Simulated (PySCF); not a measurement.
**One shape, several levels: WN2H2Cl2 (SMILES [NH]=[W](=[NH])([Cl])[Cl])**

Aim: a comparison of 6 runs (HF/def2-SVP, BP86/def2-SVP, PBE0/def2-SVP, SVWN5/def2-SVP, B3LYP/def2-TZVP, MP2/def2-TZVP) of WN2H2Cl2. Input form: a Python script.

The results are computed with PySCF 2.14.0.

## Step 1: Starting point

The species is WN2H2Cl2 (7 atoms), meant as a singlet with charge 0. SMILES: `[NH]=[W](=[NH])([Cl])[Cl]`. Geometry: relaxed at PBE0-D4/def2-TZVP.

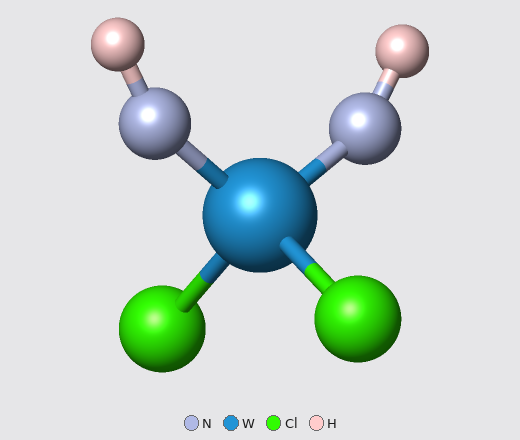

The structure, seen from a chosen angle (nitrogen light blue, tungsten blue, chlorine green, hydrogen pink).

## Step 2: Energy and forces at HF/def2-SVP (core potential) (run 1)

calc.py reads:

```python
import pyscf.grad
from pyscf import gto, scf

mol = gto.M(
    atom='''
N     -0.888000    -1.163700    -0.413600
W      0.460600    -0.117400    -0.088900
N     -0.098400     1.383800     0.583800
Cl     1.770700    -1.134400     1.471700
Cl     1.476500     0.344700    -2.073900
H     -1.864600    -1.415600    -0.437700
H     -0.795500     2.034500     0.913000
''',
    max_memory=1860,
    basis='def2-svp',
    ecp={'W': 'def2-svp'},
    verbose=4,
)

calc0 = scf.RHF(mol)
calc0.conv_tol = 1e-10
calc0.kernel()
if not calc0.converged:
    calc0 = calc0.newton().run(calc0.mo_coeff, calc0.mo_occ)

e_final = calc0.e_tot
print('E(%s) = %.9f' % ('HF', e_final))
grad = calc0.Gradients().kernel()
dip = calc0.dip_moment()
pop, q = calc0.mulliken_pop()
```

Run with:

```
$ OMP_NUM_THREADS=1 python calc.py
```

Standard output:

```text
PySCF version 2.14.0

[... 69 lines left out ...]
converged SCF energy = -1095.17541510985
[... 14 lines left out ...]
Dipole moment(X, Y, Z, Debye): -2.83737,  0.67671,  0.51716
[... 114 lines left out ...]
charge of    6H =      0.18131
```

It took 36 s on 1 thread of Intel Xeon at 2.50GHz (Skylake/Cascade Lake), shared host; peak memory 0.24 GiB.

## Step 3: Energy and gradient at BP86/def2-SVP (core potential) (run 2)

calc.py reads:

```python
from pyscf import gto, dft

system = gto.M(
    atom='''
N     -0.888000    -1.163700    -0.413600
W      0.460600    -0.117400    -0.088900
N     -0.098400     1.383800     0.583800
Cl     1.770700    -1.134400     1.471700
Cl     1.476500     0.344700    -2.073900
H     -1.864600    -1.415600    -0.437700
H     -0.795500     2.034500     0.913000
''',
    ecp={'W': 'def2-svp'},
    max_memory=1860,
    spin=0,
    basis='def2-svp',
    verbose=4,
)

mf = dft.RKS(system, xc='bp86')
mf.grids.level = 5
mf.conv_tol = 1e-10
mf.kernel()
if not mf.converged:
    mf = mf.newton().run(mf.mo_coeff, mf.mo_occ)

etot = mf.e_tot
print('E(%s) = %.9f' % ('BP86', etot))
grad = mf.nuc_grad_method().kernel()
dip = mf.dip_moment()
pop, q = mf.mulliken_pop()
```

Run with:

```
$ OMP_NUM_THREADS=1 python calc.py
```

Standard output:

```text
PySCF version 2.14.0

[... 82 lines left out ...]
converged SCF energy = -1098.20874215752
[... 15 lines left out ...]
Dipole moment(X, Y, Z, Debye): -2.59121,  0.61784,  0.47221
[... 114 lines left out ...]
charge of    6H =      0.14966
```

Wall time 91 s (1 thread of Intel Xeon at 2.50GHz (Skylake/Cascade Lake), shared host); peak memory 1.1 GiB.

Runs 3 to 5 aren't shown in full; the table further down has their settings and results.

## Step 4: Energy and gradient at MP2/def2-TZVP (core potential) (run 6)

start.xyz reads:

```xyz
7
Cl2H2N2W
N     -0.888000    -1.163700    -0.413600
W      0.460600    -0.117400    -0.088900
N     -0.098400     1.383800     0.583800
Cl     1.770700    -1.134400     1.471700
Cl     1.476500     0.344700    -2.073900
H     -1.864600    -1.415600    -0.437700
H     -0.795500     2.034500     0.913000
```

run.py reads:

```python
# [NH]=[W](=[NH])([Cl])[Cl]
from pyscf import gto, mp

mol = gto.M(
    atom='start.xyz',
    max_memory=1860,
    spin=0,
    basis='def2-tzvp',
    verbose=4,
    ecp={'W': 'def2-svp'},
)

mf = mol.RHF()
mf.conv_tol = 1e-10
mf.kernel()
if not mf.converged:
    mf = mf.newton().run(mf.mo_coeff, mf.mo_occ)

pt = mp.MP2(mf, frozen=12).run()
etot = pt.e_tot
print('Final energy', etot)
grad = pt.nuc_grad_method().kernel()
mf.analyze()
```

Run with:

```
$ OMP_NUM_THREADS=1 python run.py
```

Standard output:

```text
PySCF version 2.14.0

[... 101 lines left out ...]
MO #4   energy= -15.5896528919312  occ= 2
[... 22 lines left out ...]
MO #27  energy= -0.497607329871468 occ= 2
[... 22 lines left out ...]
MO #50  energy= 0.429107646149464  occ= 0
[... 22 lines left out ...]
MO #73  energy= 0.806574107220866  occ= 0
[... 22 lines left out ...]
MO #96  energy= 1.69330121299433   occ= 0
[... 22 lines left out ...]
MO #119 energy= 2.3792618978495    occ= 0
[... 22 lines left out ...]
MO #142 energy= 2.90284661863188   occ= 0
[... 22 lines left out ...]
MO #165 energy= 5.01148929835429   occ= 0
[... 22 lines left out ...]
MO #188 energy= 583.82520112599    occ= 0
[... 198 lines left out ...]
Dipole moment(X, Y, Z, Debye): -2.59090,  0.61793,  0.47218
```

Wall time 9.1 min (1 thread of Intel Xeon at 2.50GHz (Skylake/Cascade Lake), shared host); peak memory 2.7 GiB.

## Step 5: Overview of the runs

| run | level | integration grid | frozen core orbitals | energy (Eh) | dipole moment (D) of the reference | HOMO energy (eV) | LUMO energy (eV) | wall time |
| --- | --- | --- | --- | --- | --- | --- | --- | --- |
| 1 | HF/def2-SVP (core potential) | – | – | -1095.175415 | 2.96 | -11.46 | 1.18 | 36 s |
| 2 | BP86/def2-SVP (core potential) | 5 | – | -1098.208742 | 2.71 | -6.91 | -2.99 | 91 s |
| 3 | PBE0/def2-SVP (core potential) | 5 | – | -1097.544221 | 2.86 | -8.22 | -2.20 | 85 s |
| 4 | SVWN5/def2-SVP (core potential) | 5 | – | -1094.053654 | 2.68 | -6.94 | -3.05 | 64 s |
| 5 | B3LYP/def2-TZVP (core potential) | 5 | – | -1098.501501 | 2.62 | -7.98 | -2.56 | 4.4 min |
| 6 | MP2/def2-TZVP (core potential) | – | 12 | -1096.889826 | 2.71 | -11.39 | 1.07 | 9.1 min |

## Step 6: Summary of results

```
                                           quantity           value
                                run 6: total energy  -1096.88983 Eh
        run 6: dipole moment (Hartree–Fock density)          2.71 D
         run 6: HOMO energy (Hartree–Fock orbitals)       -11.39 eV
         run 6: LUMO energy (Hartree–Fock orbitals)         1.07 eV
       run 6: HOMO–LUMO gap (Hartree–Fock orbitals)        12.45 eV
run 6: correlation energy (12 core orbitals frozen)     -1240.1 mEh
                    run 6: largest force on an atom      2.212 eV/Å
```

**Reading.** Over runs 1, 2, 3, 4, 5 the dipole moment (its size) runs from 2.62 D (B3LYP/def2-TZVP) to 2.96 D (HF/def2-SVP). The two ends differ in method and basis. Over runs 1, 2, 3, 4, 5 the HOMO–LUMO gap runs from 3.89 eV (SVWN5/def2-SVP) to 12.64 eV (HF/def2-SVP). Exact exchange widens orbital gaps. Totals of different functionals can't be ranked against each other. All runs together took 18 min, the longest 9.1 min.
